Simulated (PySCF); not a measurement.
**C$_{3}$H$_{11}$NOSi$_{2}$: density, localisation and related maps**

| atom | x (Å) | y (Å) | z (Å) |
| --- | --- | --- | --- |
| N | 0.4928 | 2.0577 | -0.4675 |
| Si | 0.2712 | 0.4273 | -0.9780 |
| O | 1.6662 | -0.3589 | -0.7097 |
| Si | 3.0566 | -0.6586 | 0.0534 |
| C | -1.1231 | -0.2706 | 0.0670 |
| C | -2.0487 | -1.3093 | -0.4998 |
| C | -2.5441 | 0.0789 | -0.2720 |
| H | 1.3286 | 2.5424 | -0.7507 |
| H | -0.2920 | 2.6871 | -0.4621 |
| H | 0.0595 | 0.1957 | -2.4113 |
| H | 2.8084 | -0.7904 | 1.4885 |
| H | 3.9669 | 0.4581 | -0.2128 |
| H | 3.5265 | -1.9051 | -0.5461 |
| H | -0.9160 | -0.3734 | 1.1262 |
| H | -1.8929 | -1.6342 | -1.5176 |
| H | -2.4025 | -2.0939 | 0.1532 |
| H | -2.7235 | 0.7022 | -1.1356 |
| H | -3.2425 | 0.2513 | 0.5340 |

Geometry: GFN2-xTB.

Computed with B3LYP/def2-SVPD, SCF density, gas phase (PySCF 2.14.0).

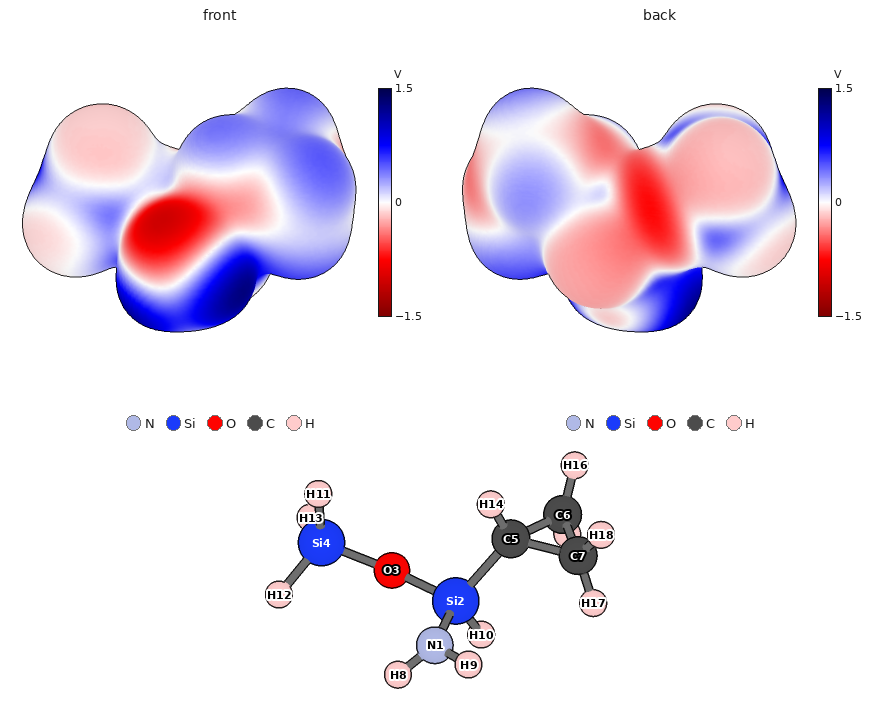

Figure 1. The molecular electrostatic potential painted on the density surface at 0.001 e/bohr³, seen from the front and from behind; red is negative and blue positive. The bare structure is drawn below in the same view.

Where is the surface potential most negative and most positive?

The most negative region (about −1.0 V) lies over N1, the most positive (about +1.2 V) over H8 and H9.

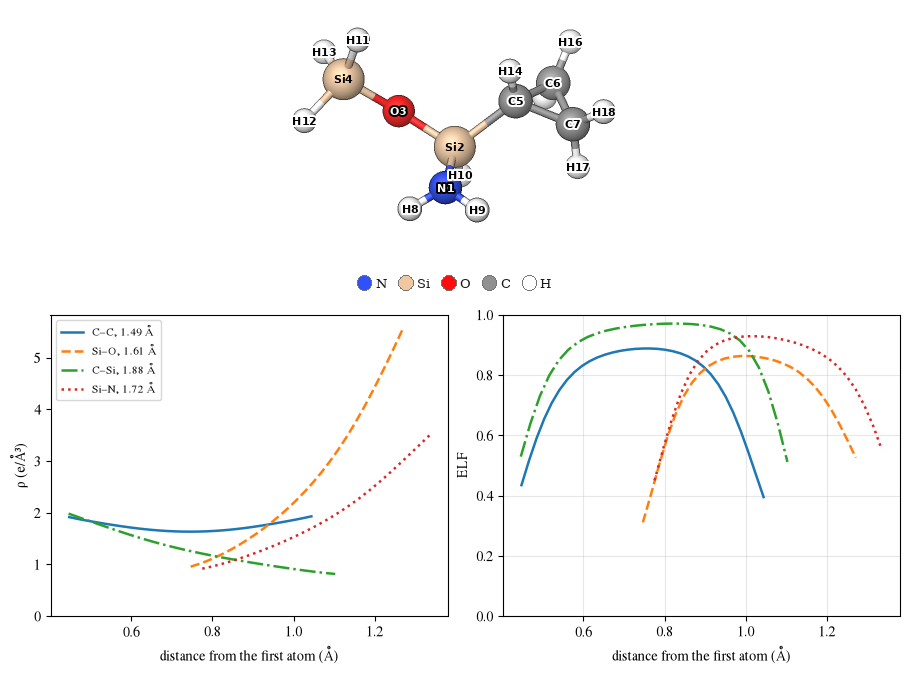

Figure 2. Electron density and ELF along straight lines between neighbouring atoms. The curves leave out the atomic cores. The structure is drawn too.

Compare the contacts.

C–C (1.49 Å): ρ at the midpoint is about 1.6 e/Å³; the ELF peaks at about 0.90 between the atoms; a covalent bond.
Si–O (1.61 Å): the density is about 1.1 e/Å³ at the midpoint; the ELF peaks at about 0.85 between the atoms (a polar covalent bond).
C–Si (1.88 Å): ρ at the midpoint is about 0.98 e/Å³; the ELF peaks at about 1 between the atoms, as expected for a shared electron pair.
Si–N (1.72 Å): ρ at the midpoint is about 1.1 e/Å³; the ELF peaks at about 0.95 between the atoms; a shared but strongly polarised pair.
